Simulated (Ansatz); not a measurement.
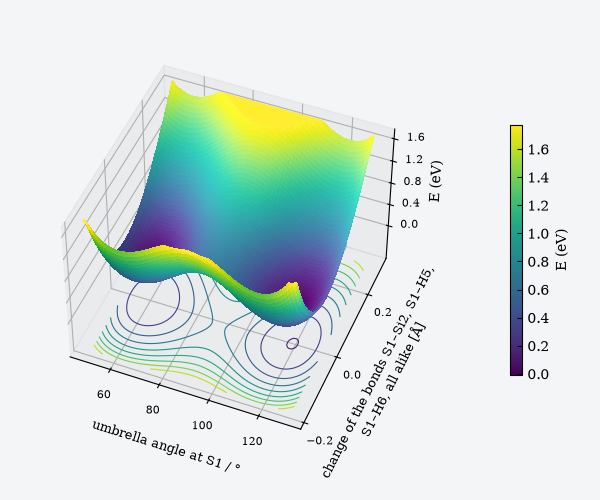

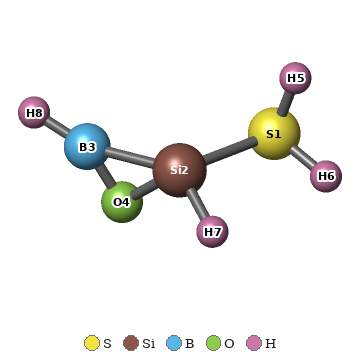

Energy landscape of BH4OSSi, SMILES [SH2+][SiH]1BO1, charge +1. The first coordinate is: umbrella angle at S1 (between each of its bonds and their common axis; 90 is planar); the second: change of the bonds S1–Si2, S1–H5, S1–H6, all alike. Nothing is relaxed (all other coordinates rigid). Grid: 9 × 9 points. Points are written as (first, second). All energies are given in eV relative to the lowest grid point. These are results of Ansatz, RKS r2SCAN0-D4/def2-SVP, not measurements.

Drawn: a relief with its contours projected below, any walls above the top of the colour scale cut off. Between grid points the surface is interpolated. The second picture is the structure at the lowest point.

Describe this landscape.

The lowest grid point is at (120.5°, −0.008 Å). A higher local minimum lies near (59.5°, −0.008 Å) (0.009 eV above the lowest at that grid point). The highest grid point, (90.0°, 0.286 Å), lies 2.36 eV above the lowest. On the interpolated surface the easiest way out of the lowest well to the well at (59.5°, −0.008 Å) passes a barrier of about 0.62 eV. Round the minimum the two coordinates are weakly coupled (coupling −0.09 in units of the two stiffnesses).

The input of one point:

```yaml
crystal:
  periodic: [false, false, false]
  atoms:
    - { symbol: S, position_ang: [-0.554937, 1.375982, -0.920241] }
    - { symbol: Si, position_ang: [0.569525, -0.052328, 0.532363] }
    - { symbol: B, position_ang: [-0.376604, -1.765277, 0.716399] }
    - { symbol: O, position_ang: [0.33991, -1.562857, -0.358298] }
    - { symbol: H, position_ang: [-1.021592, 2.228606, 0.008688] }
    - { symbol: H, position_ang: [0.457516, 2.196378, -1.254511] }
    - { symbol: H, position_ang: [1.95705, 0.410362, 0.344104] }
    - { symbol: H, position_ang: [-1.073986, -2.554839, 1.265777] }
total_charge: 1
basis:
  gaussian: { orbitals: def2-SVP }
hamiltonian:
  xc: { name: r2SCAN0 }
  dispersion: d4
output:
  forces: true
```

Each point was launched as `ansatz run input.yaml --threads 1 --pin off --max-ram 2560MiB --backend cpu --events-out ev --progress --plain --runs-dir out`. Time for the 81 points that were run: 15 min on 1 thread of Arm Neoverse V1 (shared host).
